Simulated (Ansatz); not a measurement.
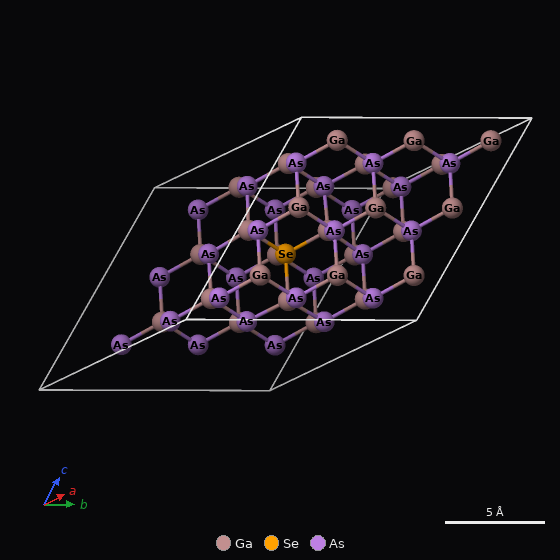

Crystal structure, ball-and-stick style, seen from a general direction. Lines trace the edges of the supercell. The host is GaAs, in a cell of 54 sites, and the cell is neutral.

Where does the cell differ from the host, and how?

Answer. Selenium on an arsenic site (a substitutional impurity). It is bonded to four Ga in a tetrahedral arrangement at about 2.5 Å.

Theory: DFT LDA, scalar-relativistic, plane waves, PAW in Ansatz. Numerical settings: cutoff 420 eV, k-point mesh 2×2×2, Gaussian smearing of 0.02 eV, collinear spins.

Does the cell have a net magnetic moment?

Answer. No net moment.

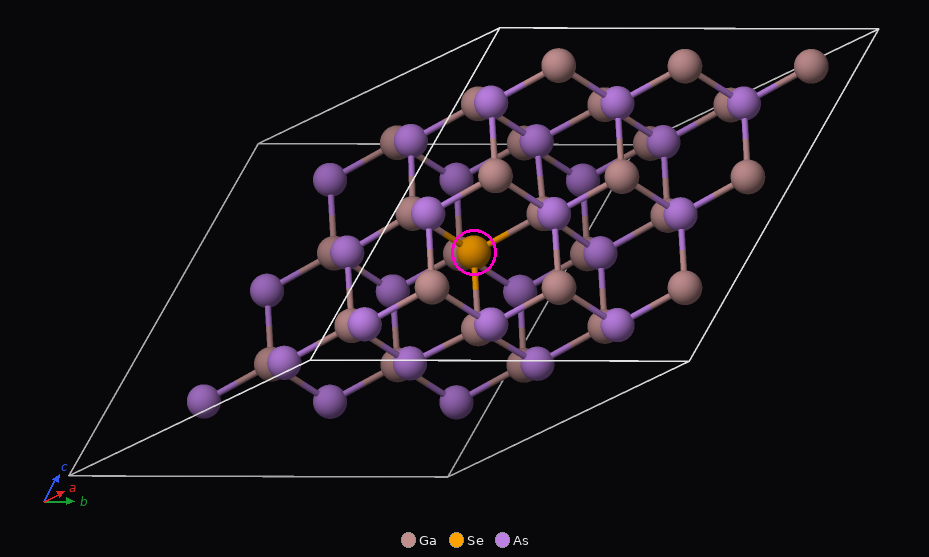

The same cell with a ring at the defect's site.

The atoms were relaxed in the host's cell with Ansatz, DFT LDA, scalar-relativistic, plane waves, PAW.
